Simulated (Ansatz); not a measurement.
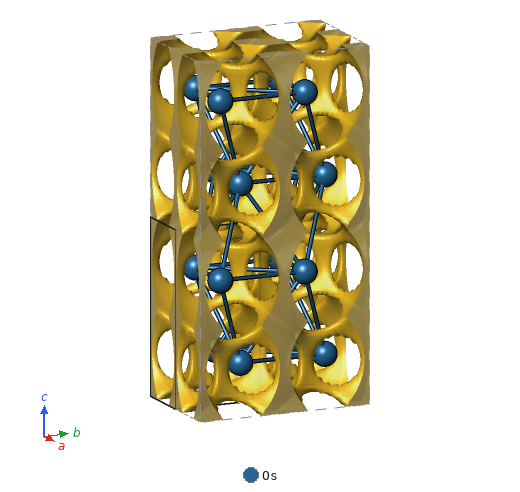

The yellow surface encloses the points that the centre of a probe sphere of radius 0.10 Å can occupy in Os (P6_3/mmc), computed on a grid of about 0.11 Å (2×2×2 cells shown, view slightly off an axis; pale faces close the region where the box cuts it).

The atoms' radii are touching radii (half the shortest distance): Os 1.34 Å.

Origin of the cell: the end point of a relaxation with DFT, r2SCAN, plane waves (500 eV) with PAW, scalar-relativistic (Ansatz).

```cif
data_structure
_symmetry_space_group_name_H-M 'P6_3/mmc'
_symmetry_Int_Tables_number 194
_cell_length_a 2.7394
_cell_length_b 2.7394
_cell_length_c 4.3138
_cell_angle_alpha 90.000
_cell_angle_beta 90.000
_cell_angle_gamma 120.000
_cell_volume 28.03
loop_
_atom_site_label
_atom_site_type_symbol
_atom_site_symmetry_multiplicity
_atom_site_Wyckoff_symbol
_atom_site_fract_x
_atom_site_fract_y
_atom_site_fract_z
_atom_site_occupancy
Os1 Os 2 c 0.33333 0.66667 0.25000 1
```

Do these regions connect?

Answer. Where they connect, they form a three-dimensional network.

What share of the cell can the probe's centre reach?

Answer. About 14 % of the volume (3.9 Å³ of 28.0 Å³).

Give the largest included and the largest free sphere.

Answer. The largest sphere that fits anywhere has a diameter of 1.15 Å; the largest that can travel through the crystal, about 0.5 Å.

How does the connectivity change as the probe shrinks?

Answer. Below a radius of about 0.24 Å the space forms one-dimensional channels along [001]. Below a radius of about 0.22 Å the space forms a three-dimensional network. These are grid estimates, good to about 0.05 Å.
